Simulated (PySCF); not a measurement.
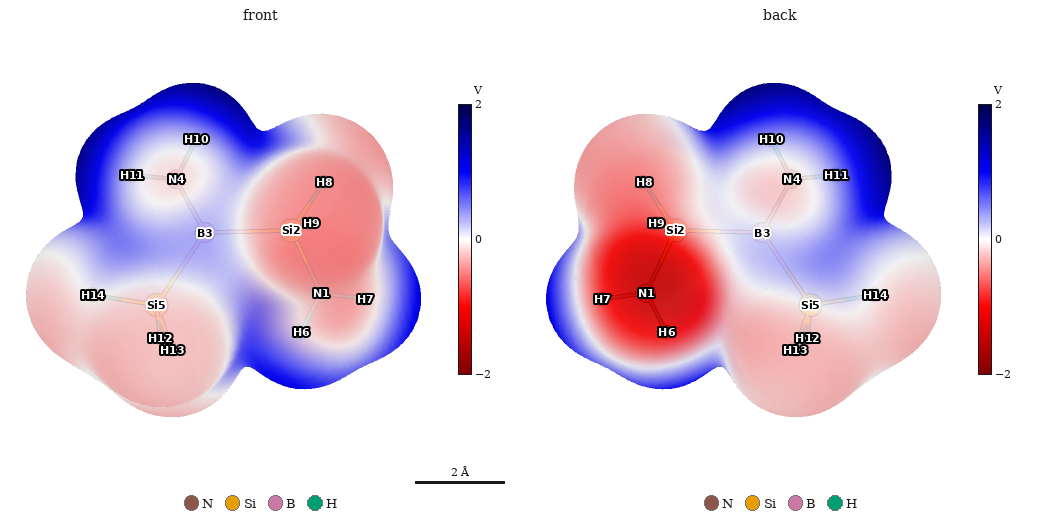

Figure. BH9N2Si2. The electrostatic potential painted on the density surface at 0.001 e/bohr³, seen from the front and from behind; red is negative and blue positive.

Geometry: GFN2-xTB.

Theory: PBE0/pcSseg-1, SCF density, gas phase, non-relativistic in PySCF.

Input

```
{"job": {"kind": "nmr", "xc": "PBE0", "basis": "pcSseg-1"}, "charge": 0, "multiplicity": 1}
N     -1.846771    -1.380836    -0.073658
Si    -1.484037     0.264729     0.334271
B      0.469442     0.501067     0.287347
N      1.033417     1.375373     1.201592
Si     1.677791    -0.397796    -0.983119
H     -1.355982    -1.798723    -0.847518
H     -2.811019    -1.670976    -0.096348
H     -2.150394     0.415521     1.646377
H     -2.222497     1.239135    -0.518550
H      0.510383     1.884209     1.898297
H      2.020881     1.576906     1.260876
H      1.411875    -0.072490    -2.398059
H      1.639028    -1.870851    -0.934059
H      3.107203    -0.065740    -0.799617
```

Command:

```sh
OMP_NUM_THREADS=1 python probes_run.py task.json out
```

Question: Where is the surface potential most negative and most positive?

Answer: The most negative region (about −1.4 V, or −32 kcal/mol for a unit charge) lies over N1, the most positive (about +1.6 V, or +37 kcal/mol for a unit charge) over H10 and H11. N1 is the likeliest acceptor of a hydrogen bond.

Question: What dipole moment does the calculation give?

Answer: Its dipole moment is 1.77 D.
